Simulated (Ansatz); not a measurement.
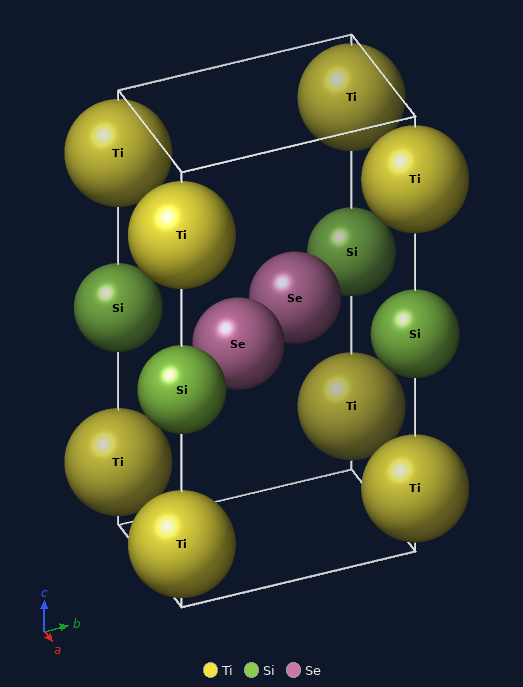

The crystal in a spheres-only representation, seen slightly off an axis. The lines enclose the simulation cell; boundary atoms appear with their images.

```yaml
crystal:
  lattice:
    - [4.80418, 0.00000, 0.00000]
    - [-2.40209, 4.16055, 0.00000]
    - [0.00000, 0.00000, 6.93604]
  atoms:
    - { symbol: Ti, position: [0.00000, 0.00000, 0.85540] }
    - { symbol: Ti, position: [0.00000, 0.00000, 0.14460] }
    - { symbol: Si, position: [0.00000, 0.00000, 0.50000] }
    - { symbol: Se, position: [0.33333, 0.66667, 0.50000] }
    - { symbol: Se, position: [0.66667, 0.33333, 0.50000] }
```

Method used: Ansatz, DFT PBE, scalar-relativistic, plane waves, PAW. It ran with a 420 eV plane-wave basis, a 12×12×6 sampling of the Brillouin zone, Gaussian smearing of 0.1 eV, no spin polarisation.

> State the Bader charges by element.

Ti +0.52 e; Si -0.06 e; Se -0.49 e.

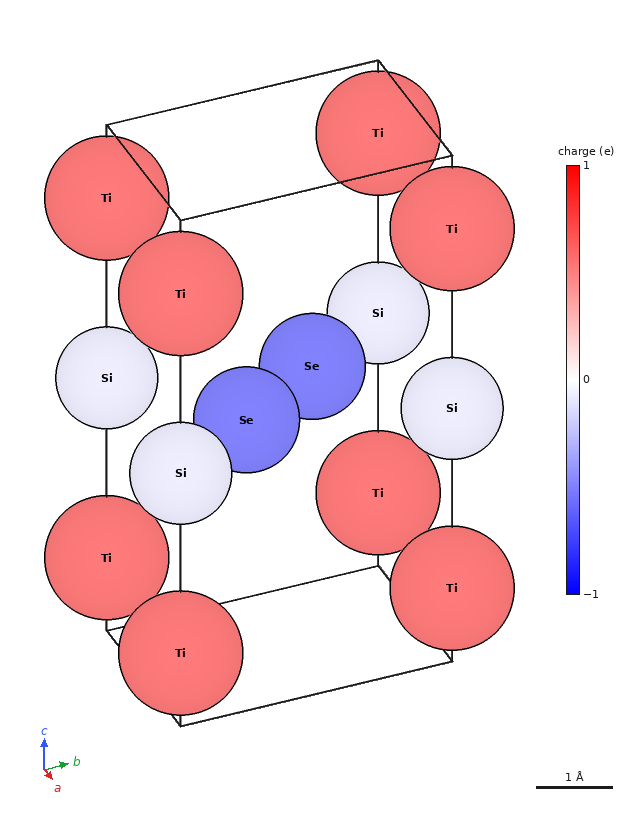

The atoms coloured by those charges.

Origin of the cell: a random cell made by a generator, so it need not be a real form of the compound. Earlier steps of the study, as a rule a relaxation of our own, may have changed the cell and positions, so they can lie some per cent off the listed ones. It was run through Ansatz as a DFT input.
